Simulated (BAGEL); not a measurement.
**doublet HS at 6 levels**

We compute a comparison of 6 runs (UHF/3-21G, ROHF/aug-cc-pVTZ, UHF/aug-cc-pVTZ, MRCI(7,5)/6-31G*, CASPT2(7,5)/aug-cc-pVTZ, FCI/STO-3G) of doublet HS. 

The results are computed with BAGEL 1.2.2.

1 further run of the same task is left out (set aside as unsound or not needed). Runs told in other sessions of the task aren't counted.

## (1) The system as given

HS: 2 atoms, total charge 0, spin state doublet. SMILES of the parent species: `[SH-]`. The coordinates come from a PBE0-D4/def2-TZVPD relaxation. That shape belongs to the parent species and isn't relaxed for this state.

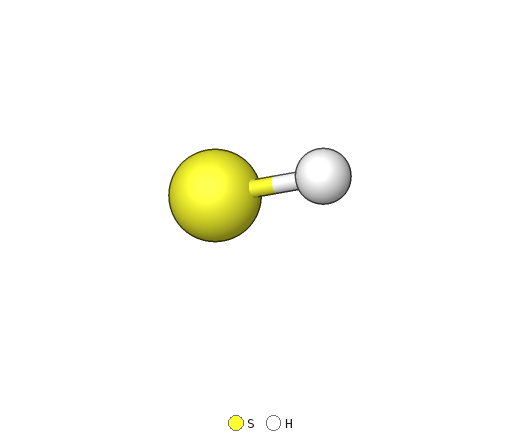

Viewed from a chosen angle; sulfur yellow, hydrogen white.

## (2) The energy at UHF/3-21G (density fitting with qzvpp-jkfit) (run 1)

Contents of job.json:

```json
{ "bagel" : [

{
  "title" : "molecule",
  "basis" : "3-21g",
  "df_basis" : "qzvpp-jkfit",
  "angstrom" : "true",
  "geometry" : [
    { "atom" : "S", "xyz" : [    0.574700,   -0.187900,    0.295500 ] },
    { "atom" : "H", "xyz" : [   -0.574700,    0.187900,   -0.295500 ] }
  ]
},
{
  "title" : "uhf",
  "charge" : 0,
  "nopen" : 1
},
{
  "title" : "print",
  "file" : "orbitals.molden",
  "orbitals" : "true"
}

]}
```

On the command line:

```
BAGEL_NUM_THREADS=1 BAGEL job.json > job.out
```

The log of the run:

```text
* using 1 threads per process

  ===============================================================
  ===============================================================

  *** Geometry ***

  { "atom" : "S", "xyz" : [      1.086026,     -0.355080,      0.558414 ] },
  { "atom" : "H", "xyz" : [     -1.086026,      0.355080,     -0.558414 ] },

  Number of auxiliary basis functions:      146

  Since a DF basis is specified, we compute 2- and 3-index integrals:
    o Being stored without compression. Storage requirement is 0.000 GB

  Number of basis functions:       15
  Number of electrons      :       17

    * METHOD: MOLECULE                             0.01

  *** Open-shell HF ***

  === Nuclear Repulsion ===
     6.2905225436

      * DIIS with orbital gradients will be used.

  === UHF iteration (3-21g) ===
      0       -396.10680378          0.03216381           0.00
      1       -396.11783156          0.00342863           0.00
      2       -396.11826698          0.00105406           0.00
      3       -396.11834388          0.00019568           0.00
      4       -396.11836212          0.00006669           0.00
      5       -396.11837162          0.00001611           0.00
      6       -396.11837593          0.00000500           0.00
      7       -396.11837708          0.00000257           0.00
      8       -396.11837756          0.00000049           0.00
      9       -396.11837758          0.00000007           0.00
     10       -396.11837758          0.00000002           0.00
     11       -396.11837758          0.00000001           0.00
    * SCF iteration converged.

    * S^2 (UHF) is 0.7528

    * Permanent dipole moment:
           (    0.448418,    -0.146612,     0.230568) a.u.

    * METHOD: UHF                                  0.03

    * METHOD: PRINT                                0.00

  ===============================================================
```

Wall time 0.18 s (1 thread of Intel Xeon 6975P-C (Granite Rapids), shared host).

## (3) A single-point energy at ROHF/aug-cc-pVTZ (density fitting with qzvpp-jkfit) (run 2)

Contents of input.json:

```json
{ "bagel" : [

{
  "title" : "molecule",
  "basis" : "aug-cc-pvtz.json",
  "df_basis" : "qzvpp-jkfit",
  "angstrom" : true,
  "geometry" : [
    { "atom" : "S", "xyz" : [       0.574700,      -0.187900,       0.295500 ] },
    { "atom" : "H", "xyz" : [      -0.574700,       0.187900,      -0.295500 ] }
  ]
},

{ "title" : "rohf", "nopen" : 1 },

{ "title" : "print", "file" : "orbitals.molden", "orbitals" : true }

]}
```

The basis set aug-cc-pVTZ is read from a file made from the Basis Set Exchange's data (not shown).

On the command line:

```
BAGEL_NUM_THREADS=1 BAGEL input.json > input.out
```

The log of the run:

```text
* using 1 threads per process

  ===============================================================
  ===============================================================

  *** Geometry ***

  { "atom" : "S", "xyz" : [      1.086026,     -0.355080,      0.558414 ] },
  { "atom" : "H", "xyz" : [     -1.086026,      0.355080,     -0.558414 ] },

  Number of auxiliary basis functions:      146

  Since a DF basis is specified, we compute 2- and 3-index integrals:
    o Being stored without compression. Storage requirement is 0.006 GB

  Number of basis functions:       73
  Number of electrons      :       17

    * METHOD: MOLECULE                             0.02

  *** Open-shell HF ***

  === Nuclear Repulsion ===
     6.2905225436

      * DIIS with orbital gradients will be used.

  === ROHF iteration (aug-cc-pvtz.json) ===
      0       -398.07204644          0.02335930           0.01
      1       -398.09811138          0.00549730           0.01
      2       -398.09987335          0.00183457           0.01
      3       -398.10012655          0.00070513           0.01
      4       -398.10017727          0.00010735           0.01
      5       -398.10017888          0.00002069           0.01
      6       -398.10017897          0.00000401           0.01
      7       -398.10017900          0.00000144           0.01
      8       -398.10017900          0.00000023           0.01
      9       -398.10017900          0.00000004           0.01
     10       -398.10017900          0.00000001           0.01
     11       -398.10017900          0.00000000           0.01
    * SCF iteration converged.

    * S^2 (ROHF) is 0.7500

    * Permanent dipole moment:
           (    0.288818,    -0.094430,     0.148505) a.u.

    * METHOD: ROHF                                 0.13

    * METHOD: PRINT                                0.01

  ===============================================================
```

Run time: 0.28 s. Hardware: 1 thread of Intel Xeon 6975P-C (Granite Rapids), shared host.

Runs 3 to 5 aren't shown in full; the table further down has their settings and results.

## (4) The energy at FCI/STO-3G (density fitting with qzvpp-jkfit) (run 6)

Contents of calc.json:

```json
{ "bagel" : [

{
  "title" : "molecule",
  "basis" : "sto-3g",
  "df_basis" : "qzvpp-jkfit",
  "angstrom" : true,
  "geometry" : [
    { "atom" : "S", "xyz" : [    0.574700,   -0.187900,    0.295500 ] },
    { "atom" : "H", "xyz" : [   -0.574700,    0.187900,   -0.295500 ] }
  ]
},
{
  "title" : "hf",
  "charge" : 1
},
{
  "title" : "fci",
  "nstate" : 1,
  "charge" : 0,
  "ncore" : 5,
  "nspin" : 1
}

]}
```

On the command line:

```
BAGEL_NUM_THREADS=1 BAGEL calc.json > calc.out
```

The log of the run:

```text
* using 1 threads per process

  ===============================================================
  ===============================================================

  *** Geometry ***

  { "atom" : "S", "xyz" : [      1.086026,     -0.355080,      0.558414 ] },
  { "atom" : "H", "xyz" : [     -1.086026,      0.355080,     -0.558414 ] },

  Number of auxiliary basis functions:      146

  Since a DF basis is specified, we compute 2- and 3-index integrals:
    o Being stored without compression. Storage requirement is 0.000 GB

  Number of basis functions:       10
  Number of electrons      :       17

    * METHOD: MOLECULE                             0.01

  *** RHF ***

  === Nuclear Repulsion ===
     6.2905225436

      * DIIS with orbital gradients will be used.

  === RHF iteration (sto-3g) ===
      0       -393.38086625          0.00589073           0.00
      1       -393.38206820          0.00099063           0.00
      2       -393.38211261          0.00006889           0.00
      3       -393.38211291          0.00000269           0.00
      4       -393.38211291          0.00000004           0.00
      5       -393.38211291          0.00000000           0.00
    * SCF iteration converged.

    * Permanent dipole moment:
           (    0.479598,    -0.156806,     0.246600) a.u.

    * METHOD: HF                                   0.02

  ---------------------------
        FCI calculation
  ---------------------------

  Performs exactly the same way as Knowles & Handy 1984 CPL

  o alpha-beta strings
      length:            15
  o size of the space
      determinant space:  50
      spin-adapted space: 40

  o single displacement lists (alpha)
      length:            40
  o single displacement lists (beta)
      length:            90

     guess   0:   closed 111..                open ...1.

  === FCI iteration ===

      0  0      -393.69510088     2.87e-02      0.00
      1  0      -393.73133112     4.30e-03      0.00
      2  0      -393.73225611     1.00e-03      0.00
      3  0      -393.73229139     8.76e-05      0.00
      4  0      -393.73229184     1.64e-05      0.00
      5  0      -393.73229185     8.55e-07      0.00
      6  0      -393.73229185     5.31e-08      0.00
      7  0      -393.73229185     3.89e-09      0.00
      8  0      -393.73229185     5.03e-10      0.00
      9  0 *    -393.73229185     2.75e-15      0.00

     * ci vector, state   0, <S^2> = 0.7500
       222a.    -0.9818674187
       2.2a2    -0.1039776250
       2a2ab    -0.1002936860
       2b2aa     0.0822894347
       a22ab     0.0558942813

    * METHOD: FCI                                  0.00

  ===============================================================
```

Wall time 0.16 s (1 thread of Intel Xeon 6975P-C (Granite Rapids), shared host).

## (5) Overview of the runs

| run | level | iteration cap | active rule | energy (Eh) | wall time |
| --- | --- | --- | --- | --- | --- |
| 1 | UHF/3-21G (density fitting with qzvpp-jkfit) | – | – | -396.118378 | 0.18 s |
| 2 | ROHF/aug-cc-pVTZ (density fitting with qzvpp-jkfit) | – | – | -398.100179 | 0.28 s |
| 3 | UHF/aug-cc-pVTZ (density fitting with qzvpp-jkfit) | – | – | -398.105861 | 0.3 s |
| 4 | MRCI(7,5)/6-31G* (density fitting with qzvpp-jkfit, spherical functions) | 200 | valence | -398.178341 | 1.8 s |
| 5 | CASPT2(7,5)/aug-cc-pVTZ (density fitting with qzvpp-jkfit) | 200 | valence | -398.270526 | 0.94 s |
| 6 | FCI/STO-3G (density fitting with qzvpp-jkfit) | – | – | -393.732292 | 0.16 s |

## (6) Summary of results

| quantity | value |
| --- | --- |
| run 6: total energy | -393.73229 Eh |

What this shows: Over runs 1, 2, 3 the dipole moment (its size) runs from 0.86 D (UHF/aug-cc-pVTZ) to 1.33 D (UHF/3-21G). In run 6 the basis is minimal, so the values are rough. All runs together took 3.6 s, the longest 1.8 s.
